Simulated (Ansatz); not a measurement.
**CH7GaN2O (SMILES C[O][Ga]([NH2])[NH2]): density, localisation and related maps**

Input file:

```
crystal:
  periodic: [false, false, false]
  atoms:
    - symbol: C
      position_ang: [-1.365562, 0.303089, 1.576781]
    - symbol: Ga
      position_ang: [0.339590, -0.310062, -0.566642]
    - symbol: "N"
      position_ang: [1.298343, 1.222156, -0.434810]
    - symbol: N
      position_ang: [0.640229, -1.631176, -1.761713]
    - symbol: O
      position_ang: [-1.024487, -0.580910, 0.558164]
    - symbol: H
      position_ang: [-2.290289, -0.044417, 2.070906]
    - symbol: H
      position_ang: [-0.589525, 0.377724, 2.366180]
    - symbol: H
      position_ang: [-1.561968, 1.333811, 1.216664]
    - symbol: H
      position_ang: [2.183250, 1.353607, -0.907631]
    - symbol: H
      position_ang: [1.223594, 1.824064, 0.375369]
    - symbol: H
      position_ang: [1.204349, -1.496755, -2.590584]
    - symbol: H
      position_ang: [-0.057525, -2.351141, -1.902666]
basis:
  gaussian:
    orbitals: def2-SVPD
hamiltonian:
  xc: pbe0
output: {forces: true, orbitals: {seedname: orbitals}}
```

Launched as:

```sh
ansatz run input.yaml --threads 2 --pin off --max-ram 5220MiB --events-out events.jsonl --progress --plain --runs-dir runs
```

Geometry: PBE0-D4/def2-SVP.

Method: Ansatz, isolated molecule in a Gaussian basis; Kohn-Sham density functional theory, functional PBE0.

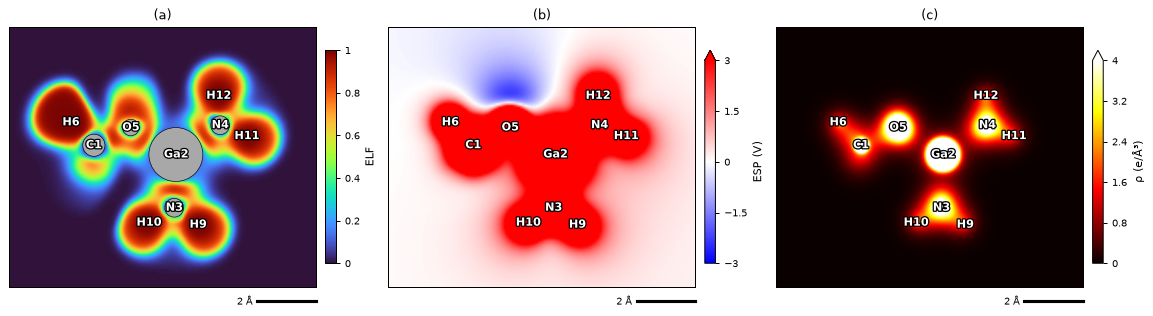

Figure 1. (a) ELF; (b) electrostatic potential; (c) total electron density on the plane of atoms C1, O5 and Ga2. Grey discs cover the atomic cores in the ELF map.

Question: Read the bonding off the picture.

Answer: The plane passes through C, Ga, N, O and H nuclei. C–O (1.39 Å): ρ at the midpoint is about 2.1 e/Å³, with its minimum of 1.8 e/Å³ about 0.5 Å from C; the ELF peaks at about 0.90 between the atoms: a shared but strongly polarised pair. Ga–O (1.79 Å): ρ at the midpoint is about 0.88 e/Å³; the ELF peaks at about 0.85 in the valence shell of O, 0.6 Å from its nucleus, and is about 0.25 at the midpoint. Ga–N (1.81 Å): the density is about 0.95 e/Å³ at the midpoint; the ELF peaks at about 0.85 in the valence shell of N, 0.6 Å from its nucleus, and is about 0.35 at the midpoint. N–H (1.01 Å): ρ at the midpoint is about 2.8 e/Å³; the ELF climbs to about 1 towards the hydrogen, as it does in any bond to H (a covalent bond by its length). C–H (1.10 Å): the density is about 1.9 e/Å³ at the midpoint; the ELF climbs to about 1 towards the hydrogen; a covalent bond by its length. The ELF also peaks beside O5, away from the bonds: lone-pair regions. Outside the dense part of the molecule the potential is most negative (−2.3 V) near O5.

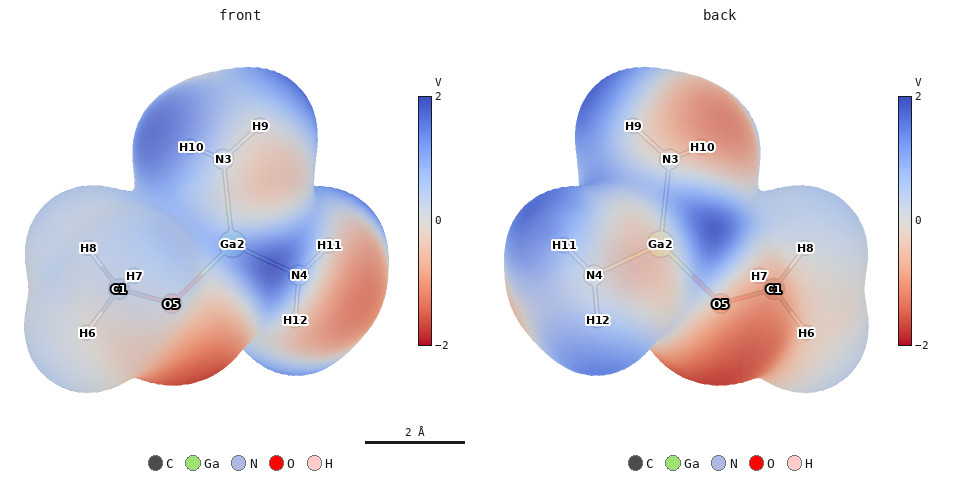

Figure 2. The molecular electrostatic potential painted on the density surface at 0.002 e/bohr³, seen from the front and from behind; the colour scale runs from red (negative) to blue (positive).

Question: Which sites attract a positive test charge, and which a negative one?

Answer: A positive charge is drawn to the negative regions and a negative charge to the positive ones. The most negative region (about −1.7 V, or −39 kcal/mol for a unit charge) lies over O5, the most positive (about +1.8 V, or +42 kcal/mol for a unit charge) over Ga2. O5 is the likeliest acceptor of a hydrogen bond.

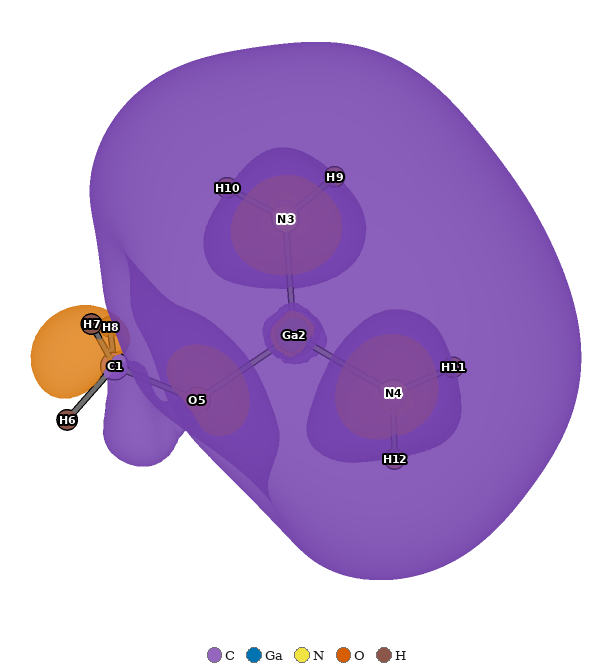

Figure 3. The LUMO at ±0.04 Å⁻³ᐟ² (orange and purple are the two phases), seen across its widest extent.

Question: Where does this orbital lie, and at what energy?

Answer: Its weight (Hirshfeld) is mainly on Ga2 (about 45 %), H9 (about 10 %), H11 (about 10 %), N3 (about 10 %), N4 (about 5 %) and H10 (about 5 %). Its energy is −0.48 eV.
